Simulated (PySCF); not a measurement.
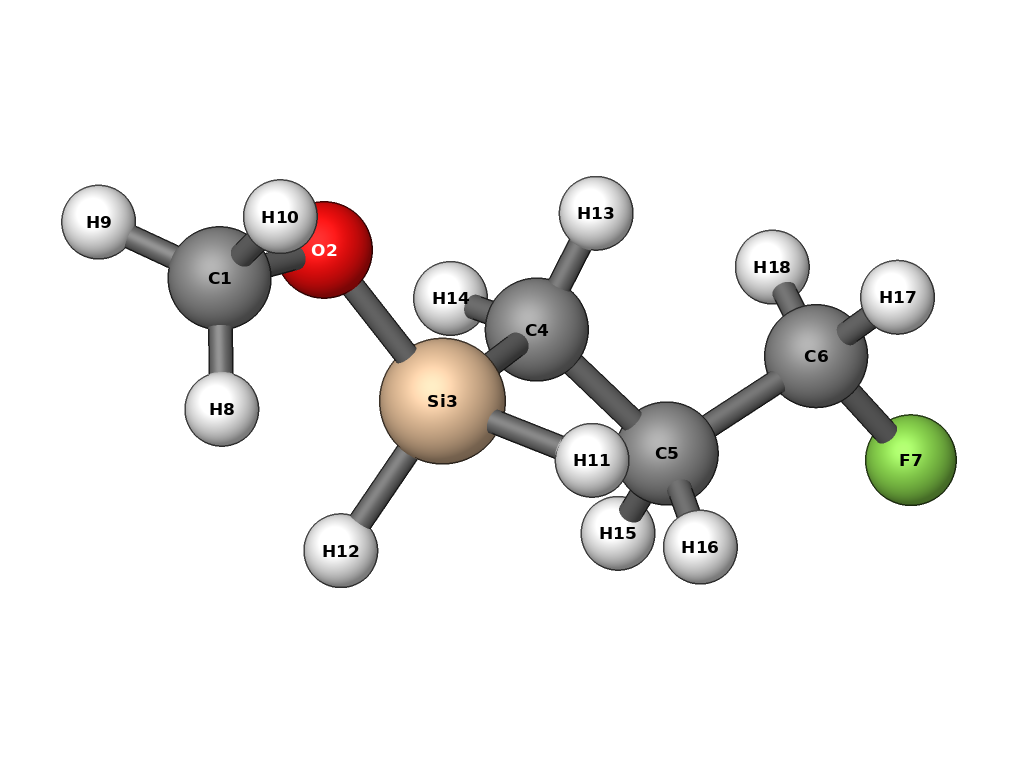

Geometry: a frame of a GFN2-xTB molecular-dynamics simulation, not a minimum. Method: GIAO PBE0/pcSseg-1 NMR shielding, non-relativistic, gas phase (PySCF 2.14.0). Principal shieldings σ11 ≤ σ22 ≤ σ33, span Ω = σ33 − σ11, skew κ = 3(σiso − σ22)/Ω.

Give the shielding tensors of the O atoms.

| atom | σ11 | σ22 | σ33 | σiso | Ω | κ |
| --- | --- | --- | --- | --- | --- | --- |
| O2 | 315.8 | 347.2 | 368.7 | 343.9 | 52.8 | −0.19 |

Shieldings and span in ppm.
